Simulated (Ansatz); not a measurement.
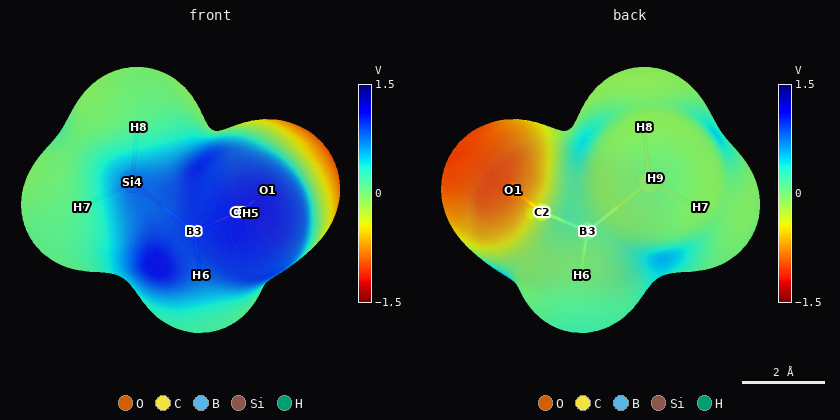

Figure 1: CH5BOSi (SMILES O=CB[SiH3]). The electrostatic potential painted on the density surface at 0.001 e/bohr³, seen from the front and from behind; red is negative and blue positive.

Geometry: PBE0-D4/def2-TZVP.

Computed with RKS PBE0-D4/def2-TZVPP (Ansatz 0.2.0).

Input

```
crystal:
  periodic: [false, false, false]
  atoms:
    - {symbol: O, position_ang: [1.059957, 1.660630, -0.887410]}
    - {symbol: C, position_ang: [0.382859, 0.824095, -1.467684]}
    - {symbol: B, position_ang: [-0.549870, 0.473832, -0.302071]}
    - {symbol: Si, position_ang: [-0.033940, -0.896989, 1.073890]}
    - {symbol: H, position_ang: [0.558734, 0.558867, -2.523881]}
    - {symbol: H, position_ang: [-1.528903, 1.149270, -0.182923]}
    - {symbol: H, position_ang: [-1.009056, -2.021219, 0.959655]}
    - {symbol: H, position_ang: [1.333026, -1.442572, 0.858313]}
    - {symbol: H, position_ang: [-0.124408, -0.352215, 2.455012]}
basis:
  gaussian: {orbitals: def2-TZVPP}
hamiltonian: {xc: pbe0, dispersion: d4}
output: {orbitals: {seedname: orbitals}}
```

Launched as:

```sh
ansatz run in.yaml --threads 2 --pin off --events-out ev --progress --plain --max-ram 4352MiB
```

### Where is the surface potential most negative and most positive?

The most negative region (about −1.0 V, or −23 kcal/mol for a unit charge) lies over O1, the most positive (about +1.1 V, or +25 kcal/mol for a unit charge) over B3 and H5. O1 is the likeliest acceptor of a hydrogen bond.
